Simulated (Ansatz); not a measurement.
Run report: Mo9S18F2, geometry relaxation (part 3 of 3)

Continued. System: Mo9S18F2 (slab, 29 atoms in the cell). Method: DFT PBE-D3(BJ), scalar-relativistic, plane waves, PAW, PAW set soft_1, no spin polarisation (Ansatz 0.2.0); cutoff 420 eV, 2×1×1 k-mesh, Gaussian smearing of 0.05 eV. The structure derives from an entry of the Crystallography Open Database. The run did not end well. The input holds or restrains some coordinates. Forces given for the steps count only the free coordinates. It belongs to a series of runs on one base structure; here: end point A relaxed.

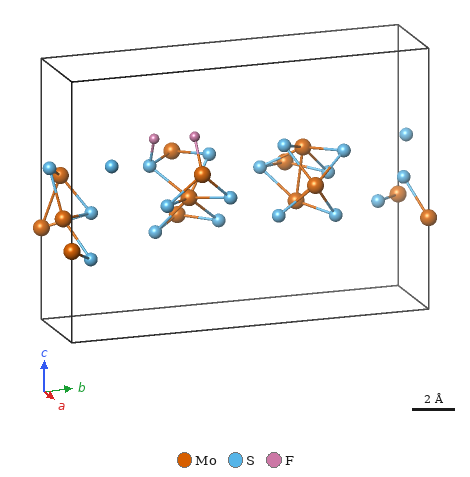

Figure 1. The geometry at step 45 of the log (ball-and-stick view of the cell of the calculation, with the vacuum cut short, seen slightly off an axis).

### Trajectory as extended XYZ, continued
```
29
Lattice="5.4785 0.0000 0.0000 -2.7392 18.4380 0.0000 0.0000 0.0000 17.5982" Properties=species:S:1:pos:R:3:forces:R:3 step=27 energy=-62467.43323
Mo    0.0000    0.0000    1.0000    0.3820  -1.1809   1.1127
S     2.7392   13.8331    1.3964   -0.0159   0.2314  -0.1542
S    -0.9131   16.9414    1.1288   -0.3645   1.1134  -0.8821
Mo    1.0014   12.3702    1.8464   -0.0344   0.0203  -0.0717
S     0.9437    8.1200    1.1505   -0.0430  -0.0436   0.1305
S     2.7965   10.9265    1.6064    0.0067   0.0328   0.0092
Mo   -0.6012    6.5093    1.5752    0.2828  -0.0121  -0.1646
S     4.4460    1.9471    1.6452    0.0210  -0.0685  -0.0571
S     1.0865    5.0007    1.3402   -0.0119   0.0169   0.0541
Mo    2.5525    0.3667    2.3334   -0.1374   0.0381   0.1392
S    -0.0010   14.2319    2.9377    0.0107  -0.0461  -0.0036
S     1.7711   17.4747    2.8233   -0.0266   0.0839   0.0476
Mo   -1.6877   12.5293    3.1491   -0.0792   0.0301   0.0122
S     3.7699    8.2951    2.8107   -0.0434  -0.0158   0.1400
S     0.0169   10.8321    3.3447    0.0340   0.0124  -0.0318
Mo    1.9949    6.7007    2.8776   -0.1742  -0.0877   0.0404
S     1.6884    2.4946    2.9573   -0.0701  -0.1182  -0.2036
S     3.7533    5.1627    3.3248   -0.1079   0.1826  -0.0172
Mo    0.1861    0.9832    3.8016    0.2838  -0.2236  -0.0158
S     2.7468   14.2138    4.5789   -0.0216  -0.0247   0.0082
S    -0.9558   17.8451    4.3246   -0.0870   0.0459   0.0095
Mo    1.0174   12.6800    4.4447    0.0259  -0.0461   0.0719
S     1.0384    8.2884    4.4583   -0.1108  -0.0462   0.0443
S     2.7551   11.2493    4.9604    0.0345   0.0264  -0.0090
Mo   -0.8780    7.0003    4.5848    0.1501  -0.1418  -0.0683
S     4.9431    1.7826    5.6376    0.0072   0.1108  -0.0522
S     0.8825    5.3425    4.5997    0.0854   0.1470   0.0868
F     1.6415    5.5936    6.0648   -0.0111  -0.0303  -0.1289
F     3.9924    7.1446    6.3338    0.0147  -0.0060  -0.0470
29
Lattice="5.4785 0.0000 0.0000 -2.7392 18.4380 0.0000 0.0000 0.0000 17.5982" Properties=species:S:1:pos:R:3:forces:R:3 step=31 energy=-62467.47964 accepted=F
Mo    0.0000    0.0000    1.0000    0.3727  -1.3647   0.9871
S     2.7392   13.8331    1.3964   -0.0469   0.2987  -0.1250
S    -0.9131   16.9414    1.1288   -0.3626   1.1062  -0.8438
Mo    0.9992   12.3680    1.8261    0.0177  -0.0265  -0.0120
S     0.9574    8.2755    1.2173   -0.0126  -0.0343   0.0003
S     2.8104   10.9423    1.5832    0.0005  -0.0063   0.0024
Mo   -0.5365    6.6173    1.5685    1.2220  -0.2213  -3.4428
S     4.4138    1.9480    1.5373   -0.0534  -0.0008  -0.0965
S     1.0994    5.0946    1.2437   -0.0833   0.0652  -0.0763
Mo    2.5332    0.3787    2.3067   -0.0834   0.3053  -0.0999
S     0.0073   14.2131    2.9401   -0.0167  -0.0017   0.0273
S     1.7657   17.5330    2.8555    0.0237  -0.0282   0.1095
Mo   -1.6920   12.5276    3.1442    0.0884  -0.0129   0.0420
S     3.7744    8.3450    2.8869   -0.0804   0.0799   0.2162
S     0.0255   10.8266    3.3191   -0.0106   0.0299   0.0079
Mo    2.0063    6.7439    2.8459   -1.0903   0.2382   1.0955
S     1.6287    2.5457    2.6428    0.0821  -0.4482   0.0637
S     3.7573    5.1988    3.2379   -0.0510  -0.2621   0.1250
Mo    0.2438    1.0500    3.7154    0.0639   0.1427   0.2193
S     2.7400   14.2050    4.5773    0.0082  -0.0099  -0.0207
S    -0.9545   17.9167    4.3387   -0.0625   0.0730   0.0607
Mo    1.0291   12.6540    4.4433    0.0112   0.0293   0.0228
S     1.0611    8.2855    4.4665    0.0591   0.0570   0.2205
S     2.7802   11.2426    4.9623   -0.0520   0.0085  -0.0261
Mo   -0.8164    6.9559    4.5547   -0.2422   0.4165   1.2385
S     5.0166    2.1459    5.4208    0.0594  -0.1263  -0.2028
S     0.9500    5.3388    4.5322    0.4492   0.0611   0.8669
F     1.6792    5.7046    6.0187   -0.1323  -0.3103  -0.4151
F     4.0825    7.1146    6.3087   -0.0796  -0.0586   0.0633
29
Lattice="5.4785 0.0000 0.0000 -2.7392 18.4380 0.0000 0.0000 0.0000 17.5982" Properties=species:S:1:pos:R:3:forces:R:3 step=34 energy=-62467.56371
Mo    0.0000    0.0000    1.0000    0.3123  -1.2591   1.2417
S     2.7392   13.8331    1.3964   -0.0151   0.2533  -0.0682
S    -0.9131   16.9414    1.1288   -0.3246   1.0543  -0.8239
Mo    1.0132   12.3549    1.8295    0.0187   0.0297  -0.0018
S     0.9335    8.3505    1.2084    0.0578   0.0780  -0.0133
S     2.8329   10.9417    1.5764   -0.0015   0.0176   0.0047
Mo   -0.5648    6.6923    1.4990    1.1744  -0.0848  -3.5203
S     4.3798    1.9618    1.3735   -0.0081  -0.0923  -0.1140
S     1.0648    5.1862    1.1302    0.0439  -0.0430  -0.0424
Mo    2.5431    0.4041    2.2572    0.1715  -0.0153  -0.0775
S     0.0202   14.2042    2.9407    0.0096   0.0036  -0.0217
S     1.7810   17.5842    2.8950    0.0031   0.0346  -0.0348
Mo   -1.6757   12.5207    3.1450    0.0091   0.0017   0.0131
S     3.7572    8.3702    2.8849   -0.1543   0.2186   0.1790
S     0.0387   10.8254    3.3374   -0.0146   0.0254   0.0013
Mo    1.9908    6.7780    2.7849   -1.1356   0.0531   1.1532
S     1.6171    2.5279    2.5084   -0.0351  -0.0435   0.1024
S     3.7520    5.2136    3.1073   -0.1808  -0.1539   0.2318
Mo    0.3036    1.0730    3.7075   -0.0526  -0.1105  -0.0673
S     2.7643   14.1973    4.5752   -0.0054   0.0173  -0.0120
S    -0.9006   17.9798    4.3549   -0.0496   0.1373  -0.0134
Mo    1.0442   12.6553    4.4509   -0.0151  -0.0104   0.0042
S     1.0292    8.2523    4.4748    0.1588   0.0893   0.2053
S     2.7827   11.2332    4.9583    0.0084  -0.0014   0.0039
Mo   -0.8508    6.9352    4.5046   -0.1426   0.0498   1.4240
S     5.0594    2.2447    5.3456   -0.0032  -0.0284  -0.0436
S     0.9232    5.3066    4.4085    0.4213  -0.1482   0.7089
F     1.7368    5.4622    5.8794   -0.2421  -0.0353  -0.4071
F     4.0278    6.9997    6.2607   -0.0099  -0.0383  -0.0090
29
Lattice="5.4785 0.0000 0.0000 -2.7392 18.4380 0.0000 0.0000 0.0000 17.5982" Properties=species:S:1:pos:R:3:forces:R:3 step=38 energy=-62467.80637
Mo    0.0000    0.0000    1.0000    0.1249  -0.2406   1.6628
S     2.7392   13.8331    1.3964    0.0388   0.2476  -0.0483
S    -0.9131   16.9414    1.1288   -0.2254   1.0192  -0.7773
Mo    1.0304   12.3402    1.8292   -0.0512   0.0172   0.0188
S     0.9270    8.4517    1.1346   -0.0465  -0.1444   0.0501
S     2.8632   10.9470    1.5652    0.0036   0.0397   0.0051
Mo   -0.5908    6.7862    1.3496    0.2688   0.0898  -0.2056
S     4.2554    1.9597    0.9210    0.0168  -0.8021  -0.1791
S     1.0506    5.2846    0.9430   -0.0170   0.1390   0.0525
Mo    2.5698    0.4482    2.1552    0.3517   0.1198  -0.1735
S     0.0369   14.2002    2.9233    0.0312  -0.0204  -0.0183
S     1.8041   17.6651    2.9244    0.0609   0.1196   0.0142
Mo   -1.6577   12.5198    3.1440   -0.0548   0.0074   0.0145
S     3.7511    8.3889    2.8354    0.0240  -0.0308   0.0526
S     0.0446   10.8245    3.3569    0.0682  -0.0020  -0.0357
Mo    1.9812    6.8144    2.6540   -0.2760  -0.1293   0.1267
S     1.5480    2.5457    2.3627   -0.1480  -0.4192   0.2836
S     3.7353    5.2258    2.8963   -0.0531   0.0992  -0.0072
Mo    0.3901    1.0953    3.7434   -0.0272  -0.5045  -0.8136
S     2.7861   14.1989    4.5693   -0.0124   0.0273  -0.0156
S    -0.7643   18.0932    4.3631   -0.0928   0.2795  -0.0705
Mo    1.0617   12.6582    4.4481   -0.0221  -0.0159   0.0137
S     1.0170    8.1920    4.4370   -0.0122  -0.1127  -0.0852
S     2.7935   11.2314    4.9629    0.0126   0.0247  -0.0235
Mo   -0.8706    6.8675    4.3906    0.0215  -0.1089   0.1544
S     5.0657    2.3315    5.2773   -0.0946   0.1214   0.1854
S     0.8978    5.2337    4.1790    0.2161   0.2438   0.3563
F     1.6913    5.3158    5.6597   -0.1725  -0.0507  -0.3381
F     4.0042    6.8054    6.1522    0.0680  -0.0124  -0.1996
29
Lattice="5.4785 0.0000 0.0000 -2.7392 18.4380 0.0000 0.0000 0.0000 17.5982" Properties=species:S:1:pos:R:3:forces:R:3 step=42 energy=-62468.38673
Mo    0.0000    0.0000    1.0000    0.6240   0.8348   1.6936
S     2.7392   13.8331    1.3964    0.0639   0.3068  -0.0875
S    -0.9131   16.9414    1.1288    0.0279   0.1809  -1.0145
Mo    1.0294   12.3418    1.8199   -0.0454  -0.0113   0.0676
S     0.9527    8.5126    1.0676   -0.0543   0.0417  -0.0398
S     2.8794   10.9656    1.5624    0.0147  -0.0134  -0.0112
Mo   -0.5863    6.8779    1.1755   -0.1897  -0.0133   0.4511
S     3.9791    1.6502    0.3443   -0.5651  -0.5126  -0.0030
S     1.0306    5.3633    0.7315    0.0111  -0.0639  -0.0200
Mo    2.6213    0.4326    2.0173    0.7578  -0.6737  -0.5022
S     0.0445   14.2032    2.9061   -0.0213   0.0143   0.0101
S     1.7663   17.5558    2.8536   -0.1083  -0.2289   0.0158
Mo   -1.6519   12.5295    3.1459    0.0048   0.0102  -0.0272
S     3.7417    8.3600    2.7759    0.0042  -0.0078  -0.0700
S     0.0568   10.8282    3.3526   -0.0079  -0.0403   0.0073
Mo    1.9619    6.7927    2.4961    0.2612   0.0388  -0.1670
S     1.4074    2.4140    2.1879   -0.5417   0.3691  -0.6763
S     3.7360    5.2139    2.5961   -0.0280   0.0120  -0.0047
Mo    0.3161    0.9620    3.5722   -0.0930  -0.1853   0.5793
S     2.7806   14.2289    4.5396   -0.0213  -0.0041   0.0216
S    -0.7131   18.2416    4.3191   -0.0524   0.0966   0.1837
Mo    1.0651   12.6700    4.4440    0.0271   0.0061  -0.0900
S     1.0047    8.0687    4.3402   -0.0059   0.0136  -0.0062
S     2.8027   11.2579    4.9649    0.0208  -0.0072   0.0251
Mo   -0.8655    6.7380    4.2033   -0.0465  -0.0326  -0.0557
S     4.7956    2.2300    4.9944   -0.0656  -0.0495  -0.2071
S     0.9163    5.1470    3.9353   -0.0888  -0.0633  -0.0446
F     1.6721    5.1573    5.4081    0.0380  -0.0173   0.0896
F     3.9767    6.5471    5.9416    0.0792   0.0001  -0.1162
29
Lattice="5.4785 0.0000 0.0000 -2.7392 18.4380 0.0000 0.0000 0.0000 17.5982" Properties=species:S:1:pos:R:3:forces:R:3 step=45 energy=-62469.59967
Mo    0.0000    0.0000    1.0000    0.6954   2.5473   1.8595
S     2.7392   13.8331    1.3964    0.0487   0.2782  -0.0820
S    -0.9131   16.9414    1.1288   -0.3087  -0.8685  -1.1694
Mo    1.0244   12.3419    1.8191    0.0152   0.0001   0.0472
S     0.9493    8.5280    1.0636   -0.0176  -0.0141  -0.0198
S     2.8806   10.9680    1.5602    0.0001  -0.0090  -0.0116
Mo   -0.5813    6.8949    1.1234   -0.3414  -0.0618   0.8674
S     3.7699    1.4097    0.1644   -0.0897  -0.4926  -0.0392
S     1.0245    5.3637    0.6959    0.0057   0.0148   0.0213
Mo    2.6716    0.3425    1.9788    0.2324   0.0970  -0.0690
S     0.0422   14.2040    2.9078    0.0093   0.0009  -0.0060
S     1.7785   17.4654    2.8510    0.1579  -0.1391   0.1384
Mo   -1.6518   12.5300    3.1458   -0.0252   0.0071  -0.0107
S     3.7349    8.3420    2.7729    0.0162  -0.0877  -0.1118
S     0.0574   10.8233    3.3497   -0.0012  -0.0153   0.0214
Mo    1.9441    6.7815    2.4876    0.3351   0.0484  -0.3184
S     1.1006    2.1662    1.8274   -0.9271  -1.5162  -0.6954
S     3.7305    5.2151    2.5450    0.0401   0.0849  -0.0307
Mo    0.2928    0.8583    3.5699    0.1410   0.4457   0.2360
S     2.7781   14.2312    4.5381    0.0015  -0.0370   0.0073
S    -0.6798   18.2734    4.3556    0.1016  -0.0261   0.1085
Mo    1.0696   12.6678    4.4387   -0.0007   0.0103  -0.0542
S     0.9979    8.0424    4.3463   -0.0246   0.0086  -0.0601
S     2.8105   11.2621    4.9690    0.0018  -0.0230   0.0220
Mo   -0.8626    6.7053    4.1849   -0.0018   0.0134  -0.3230
S     4.6726    2.1960    4.8563   -0.0511  -0.1874  -0.2878
S     0.9183    5.1113    3.9220   -0.1053  -0.0394  -0.1136
F     1.6640    5.1281    5.4015    0.0621  -0.0132   0.0871
F     3.9921    6.4970    5.9195    0.0288  -0.0266  -0.0133
29
Lattice="5.4785 0.0000 0.0000 -2.7392 18.4380 0.0000 0.0000 0.0000 17.5982" Properties=species:S:1:pos:R:3:forces:R:3 step=49 energy=-62470.08800
Mo    0.0000    0.0000    1.0000    0.2789   0.7572   0.7016
S     2.7392   13.8331    1.3964    0.0522   0.2051  -0.0506
S    -0.9131   16.9414    1.1288   -0.5292  -1.0561  -0.6846
Mo    1.0414   12.3202    1.8206   -0.0213   0.0280  -0.0148
S     0.9542    8.4819    1.0364   -0.0275  -0.0456   0.0123
S     2.8936   10.9493    1.5381    0.0011   0.0050  -0.0023
Mo   -0.5942    6.8587    1.1166   -0.1855  -0.0486   0.8618
S     3.7469    1.0925   -0.1007    0.1771  -0.1079   0.1174
S     1.0274    5.3267    0.7133    0.0113   0.0180   0.0077
Mo    2.7416    0.3313    1.9262    0.0817   0.0195  -0.0136
S     0.0494   14.1798    2.9010   -0.0003  -0.0056  -0.0122
S     1.8619   17.5369    2.9345   -0.0007   0.0372   0.0995
Mo   -1.6495   12.5056    3.1323    0.0060  -0.0079   0.0101
S     3.7498    8.3090    2.7568    0.0274  -0.0390  -0.0500
S     0.0634   10.7983    3.3456   -0.0058  -0.0145   0.0029
Mo    1.9599    6.7536    2.4809    0.2213   0.0138  -0.3303
S     1.0322    2.0028    1.5382    0.0199   0.0852   0.0123
S     3.7435    5.1845    2.5510    0.0196   0.1004  -0.0663
Mo    0.3579    1.0053    3.5034   -0.0667   0.0864  -0.0482
S     2.7881   14.1866    4.5446    0.0020   0.0087  -0.0050
S    -0.6032   18.4703    4.3477   -0.0284   0.0419  -0.0018
Mo    1.0663   12.6414    4.4365    0.0152  -0.0215  -0.0027
S     1.0097    8.0212    4.3297   -0.0194   0.0113  -0.0384
S     2.8111   11.2313    4.9564    0.0042  -0.0296   0.0012
Mo   -0.8477    6.6777    4.1860   -0.0071  -0.0077  -0.3879
S     4.5340    2.3210    4.5932   -0.0179  -0.0615  -0.0732
S     0.9345    5.0808    3.9143   -0.0497   0.0434  -0.0560
F     1.6857    5.0962    5.3962    0.0229  -0.0079   0.0324
F     4.0328    6.4474    5.9266    0.0184  -0.0117  -0.0125
29
Lattice="5.4785 0.0000 0.0000 -2.7392 18.4380 0.0000 0.0000 0.0000 17.5982" Properties=species:S:1:pos:R:3:forces:R:3 step=53 energy=-62470.12520 accepted=F
Mo    0.0000    0.0000    1.0000    0.5019   0.5924   0.6598
S     2.7392   13.8331    1.3964    0.0574   0.2087  -0.0508
S    -0.9131   16.9414    1.1288   -0.5332  -0.8682  -0.4525
Mo    1.0426   12.3116    1.7934   -0.0107  -0.0054   0.0029
S     0.9964    8.4993    0.9705    0.0237   0.0841  -0.0181
S     2.9020   10.9539    1.4979    0.0211   0.0314  -0.0001
Mo   -0.5473    6.8774    1.0968    1.0658   0.2844  -3.3777
S     3.7812    1.0185   -0.1567   -0.1083   0.0259   0.0276
S     1.0722    5.3477    0.6500    0.0179  -0.0991  -0.0335
Mo    2.7420    0.3563    1.9003    0.0001   0.0585  -0.0694
S     0.0556   14.1587    2.8905   -0.0025   0.0021   0.0128
S     1.8560   17.6217    2.9799    0.0094   0.0385  -0.0072
Mo   -1.6430   12.4842    3.1144   -0.0137   0.0020  -0.0084
S     3.7973    8.3415    2.7032   -0.1250   0.1782   0.2029
S     0.0700   10.7746    3.3095    0.0165   0.0180  -0.0218
Mo    2.0279    6.7767    2.3919   -0.9907  -0.1008   1.2915
S     1.0443    2.0352    1.4291    0.0258  -0.0453  -0.0432
S     3.7891    5.1912    2.4754   -0.1141  -0.2218   0.1706
Mo    0.3270    1.1344    3.4228   -0.0074   0.0046   0.0421
S     2.7942   14.1539    4.5360   -0.0139  -0.0035   0.0099
S    -0.6438   18.6307    4.3259    0.0044  -0.0061   0.0141
Mo    1.0776   12.6043    4.4136    0.0264  -0.0081   0.0069
S     1.0574    8.0356    4.2452    0.1269   0.0741   0.2407
S     2.8195   11.1845    4.9241   -0.0093   0.0146  -0.0110
Mo   -0.8007    6.6844    4.1024   -0.0881  -0.0453   1.3175
S     4.3823    2.4165    4.4017    0.0164  -0.0234  -0.0431
S     1.0002    5.1106    3.8394    0.1556  -0.2676   0.2279
F     1.7308    5.0827    5.3370   -0.0296   0.0767  -0.0869
F     4.1057    6.3997    5.8448   -0.0221   0.0001  -0.0027
29
Lattice="5.4785 0.0000 0.0000 -2.7392 18.4380 0.0000 0.0000 0.0000 17.5982" Properties=species:S:1:pos:R:3:forces:R:3 step=56 energy=-62470.16068
Mo    0.0000    0.0000    1.0000    0.5001   0.5827   0.6309
S     2.7392   13.8331    1.3964    0.0701   0.2286  -0.0590
S    -0.9131   16.9414    1.1288   -0.5364  -0.8376  -0.4145
Mo    1.0449   12.3058    1.7768   -0.0135   0.0067   0.0109
S     1.0313    8.5058    0.9230    0.0116   0.0202   0.0008
S     2.9119   10.9593    1.4694    0.0248   0.0048   0.0005
Mo   -0.5182    6.8882    1.0329    0.0957   0.0409  -0.3290
S     3.7803    1.0176   -0.1609   -0.0819   0.0210   0.0082
S     1.1037    5.3545    0.6021    0.0076  -0.0069  -0.0155
Mo    2.7395    0.3643    1.8913    0.0109   0.0703  -0.0376
S     0.0607   14.1471    2.8860   -0.0032   0.0047   0.0085
S     1.8542   17.6514    2.9914    0.0215   0.0138  -0.0335
Mo   -1.6383   12.4732    3.1021   -0.0093  -0.0113  -0.0093
S     3.8298    8.3421    2.6519    0.0111   0.0275   0.0378
S     0.0746   10.7607    3.2833    0.0254  -0.0045  -0.0220
Mo    2.0542    6.7821    2.3521   -0.1037  -0.0481   0.1393
S     1.0500    2.0420    1.3933   -0.0073  -0.0670   0.0029
S     3.8217    5.2022    2.4117   -0.0264  -0.0201   0.0113
Mo    0.3274    1.1686    3.4004   -0.0570   0.0269  -0.0020
S     2.7965   14.1344    4.5326   -0.0019   0.0021   0.0019
S    -0.6494   18.6680    4.3212    0.0080  -0.0038   0.0061
Mo    1.0836   12.5825    4.3995    0.0080  -0.0122   0.0077
S     1.0946    8.0335    4.2150   -0.0173  -0.0243   0.0031
S     2.8250   11.1617    4.9037   -0.0079   0.0066  -0.0117
Mo   -0.7641    6.6845    4.0463   -0.0378  -0.0081   0.1474
S     4.3468    2.4443    4.3391    0.0458  -0.0200  -0.0316
S     1.0238    5.0970    3.7702    0.0773  -0.0277   0.0772
F     1.7483    5.0780    5.2720   -0.0414   0.0208  -0.0786
F     4.1079    6.3942    5.7777    0.0289   0.0134  -0.0423
29
Lattice="5.4785 0.0000 0.0000 -2.7392 18.4380 0.0000 0.0000 0.0000 17.5982" Properties=species:S:1:pos:R:3:forces:R:3 step=60 energy=-62470.17873
Mo    0.0000    0.0000    1.0000    0.4585   0.4781   0.4482
S     2.7392   13.8331    1.3964    0.1223   0.2109  -0.0745
S    -0.9131   16.9414    1.1288   -0.5253  -0.6252  -0.2415
Mo    1.0605   12.2741    1.6966    0.0099   0.0377   0.0365
S     1.1386    8.5086    0.6406   -0.0047  -0.0255   0.0041
S     2.9485   10.9618    1.3268    0.0031   0.0135   0.0075
Mo   -0.4283    6.9023    0.6911   -0.0404  -0.0518   0.1959
S     3.7797    0.9972   -0.1866   -0.0357   0.0347  -0.0412
S     1.1900    5.3629    0.2415   -0.0134   0.0405   0.0223
Mo    2.7281    0.3998    1.8606   -0.0323  -0.0011   0.0177
S     0.0787   14.0771    2.8691   -0.0068  -0.0380   0.0120
S     1.8413   17.7366    3.0166    0.0198   0.0386  -0.0699
Mo   -1.6171   12.3966    3.0302   -0.0404   0.0112  -0.0119
S     3.9294    8.2977    2.3649   -0.0064  -0.0634  -0.0081
S     0.1028   10.6731    3.1433    0.0211  -0.0051  -0.0199
Mo    2.1537    6.7410    2.0237    0.0101   0.0380  -0.1290
S     1.0525    2.0631    1.2819   -0.0514  -0.1057   0.0840
S     3.9256    5.1670    2.0104    0.0333  -0.0059  -0.0415
Mo    0.3061    1.2806    3.3221   -0.0421   0.0973  -0.0030
S     2.8058   14.0166    4.5012    0.0087  -0.0114   0.0102
S    -0.6778   18.8117    4.3004   -0.0221   0.0058  -0.0362
Mo    1.1039   12.4567    4.3293   -0.0187  -0.0237  -0.0339
S     1.1819    7.9515    3.9050    0.0058   0.0091  -0.0047
S     2.8490   11.0306    4.7923    0.0199   0.0040  -0.0230
Mo   -0.6636    6.5910    3.6937    0.0290   0.0538  -0.0821
S     4.2629    2.5879    4.1294    0.1270  -0.1013  -0.0443
S     1.1514    5.0282    3.4180    0.0068   0.0541   0.0855
F     1.8247    5.0563    4.9459   -0.0109  -0.0472  -0.0770
F     4.2298    6.2997    5.4291   -0.0246  -0.0220   0.0180
```

### What the run reported

| quantity | value |
| --- | --- |
| outcome | not converged |
| wall time | 8.1 min (CPU time 31 min) |
| peak memory | 2.9 GiB |

### Diagnosis

The run did not converge: “geometry relaxation did not converge after 60 steps: max|allowed force component| = 1.96e-1 eV/Å (threshold 3.0e-2). Raise `relax.max_steps` over both its present limit and 60, loosen `relax.f_tol`, or start from a geometry closer to equilibrium …” Its last values are not results.
